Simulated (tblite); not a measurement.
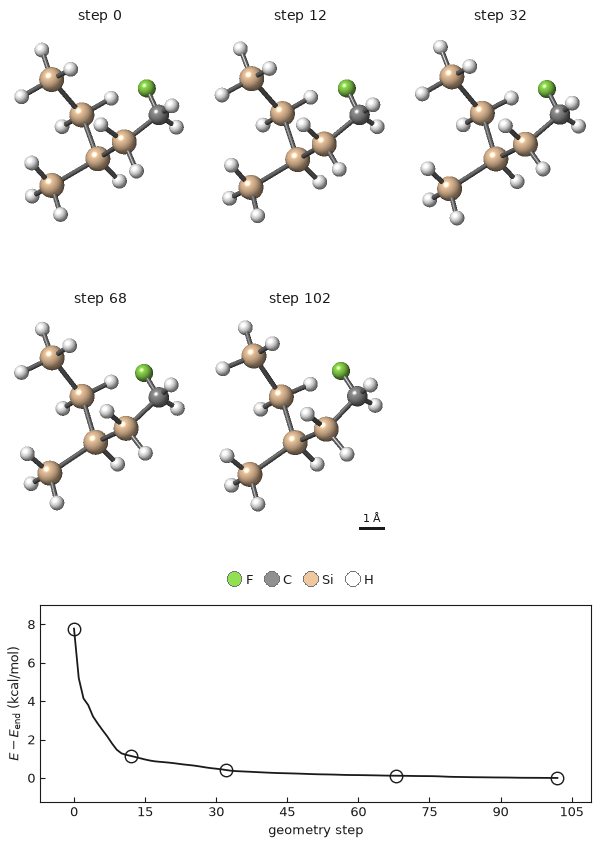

Frames of a relaxation of CH₁₃FSi₅, marked on the history of the run. The picture is a ball-and-stick view, seen from a free direction.

All numbers below come from GFN2-xTB geometry optimisation, gas phase (tblite 0.8.0). 

Describe the path.

An H atom moves most after the best rigid fit: 0.48 Å. Largest moves by element: H 0.48 Å, Si 0.30 Å, F 0.25 Å, C 0.09 Å. Some distances before and after: C–Si 1.841 → 1.922 Å, Si–Si 2.274 → 2.349 Å, Si–Si 2.267 → 2.331 Å, H–Si 1.497 → 1.469 Å. Bond angles that change, for instance: Si–Si–H 109.5° → 119.5°, C–Si–H 109.9° → 103.0°, Si–Si–H 110.3° → 104.0°. The energy falls by 7.78 kcal/mol in 102 geometry steps. The run took 1.3 s on 1 thread of Arm Neoverse V1, with other jobs on the host. From step 0 to 12: an H atom moves most (0.18 Å), energy −6.63 kcal/mol. From step 12 to 32: an H atom moves most (0.20 Å), energy −0.73 kcal/mol. From step 32 to 68: an H atom moves most (0.19 Å), energy −0.30 kcal/mol. From step 68 to 102: the F atom moves most (0.21 Å), energy −0.12 kcal/mol.

| step | E − E(0), kcal/mol |
| --- | --- |
| 0 | 0.00 |
| 1 | -2.58 |
| 2 | -3.63 |
| 3 | -3.98 |
| 4 | -4.57 |
| 5 | -4.94 |
| 6 | -5.28 |
| 7 | -5.61 |
| 8 | -5.97 |
| 9 | -6.30 |
| 10 | -6.49 |
| 15 | -6.82 |
| 20 | -6.98 |
| 25 | -7.12 |
| 29 | -7.27 |
| 34 | -7.42 |
| 39 | -7.48 |
| 44 | -7.53 |
| 49 | -7.56 |
| 54 | -7.60 |
| 58 | -7.62 |
| 63 | -7.64 |
| 68 | -7.66 |
| 73 | -7.68 |
| 78 | -7.70 |
| 83 | -7.73 |
| 87 | -7.74 |
| 92 | -7.76 |
| 97 | -7.77 |
| 102 | -7.78 |
